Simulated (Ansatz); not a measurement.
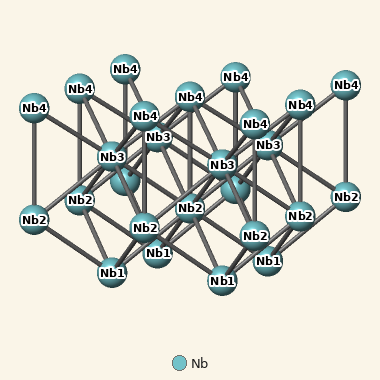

The system is N on a Nb(100) slab cut from the Im-3m phase, its upper half relaxed before the scan (4 atoms of substrate and one adsorbate in a 1 × 1 cell); the picture shows it without the atoms that are moved over the map. N is moved along a line over the surface and along the normal, above a rigid substrate. Coordinates scanned: (1) position of N5 along the diagonal of the surface cell, from above Nb4; (2) height of N5 above the plane of Nb4. The scan uses an 8 × 8 grid; 30 points were computed and 17 follow by symmetry. At 17 points there is no value (left out of the scan, as a rule where atoms come close). Points are written as (first, second). Energies: eV, counted from the lowest grid point. Energies and slopes of some neighbouring points disagree (a jump in structure or state, or too coarse a mesh). All numbers below come from Ansatz 0.2.0, DFT PBE, scalar-relativistic, plane waves, PAW. Settings: cutoff 420 eV, k-mesh 8×8×1, gaussian smearing 0.1 eV, spin-polarised.

Range: position of N5 along the diagonal of the surface cell from 0.00 to 4.10 Å; height of N5 above the plane of Nb4 from 0.39 to 4.11 Å.

> What will the energy surface look like?

The lowest grid point is at (2.34 Å, 0.39 Å) [nearest 1 Nb at 1.92 Å]. It lies on the edge of the grid, but the force there points inwards, so the minimum lies inside the range. The highest grid point, (2.34 Å, 4.11 Å), lies 7.2 eV above the lowest.

```csv
"second ↓, first →",0.00,0.59,1.17,1.76,2.34,2.93,3.51,4.10
4.11,7.2,7.2,7.2,7.2,7.2,7.2,7.2,7.2
3.41,7.0,7.0,7.0,7.1,7.1,7.1,7.0,7.0
2.91,6.6,6.6,6.7,6.8,6.9,6.8,6.7,6.6
2.51,5.9,6.0,6.2,6.5,6.6,6.5,6.2,6.0
1.98,4.3,4.4,4.9,5.4,5.6,5.4,4.9,4.4
1.45,–,–,2.8,3.1,3.4,3.1,2.8,–
0.92,–,–,–,–,0.8,–,–,–
0.39,–,–,–,–,0.0,–,–,–
```

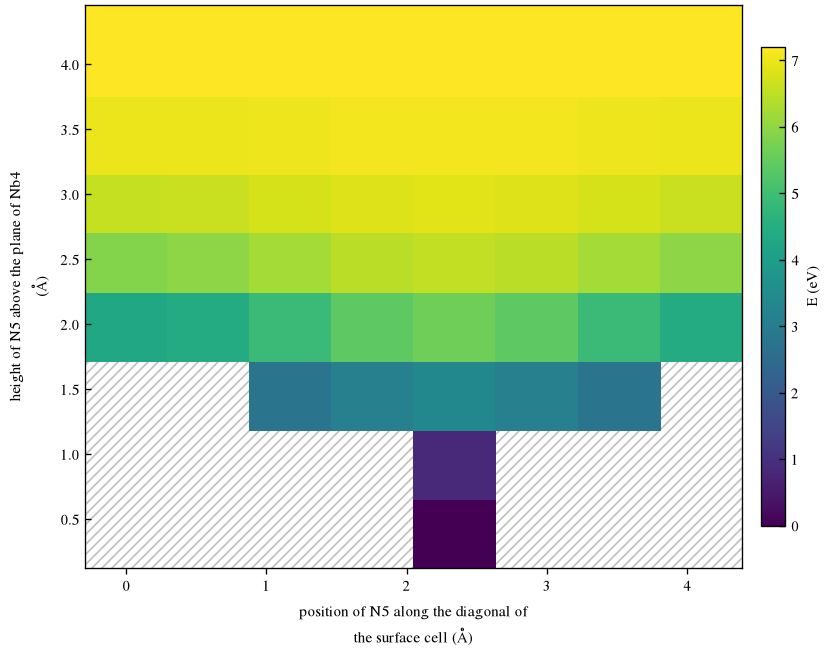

In the figure: one coloured cell a grid point, hatched blanks where no value was computed.

Time for the 30 points that were run: 44 min on 1 thread of Arm Neoverse V1 (shared host).
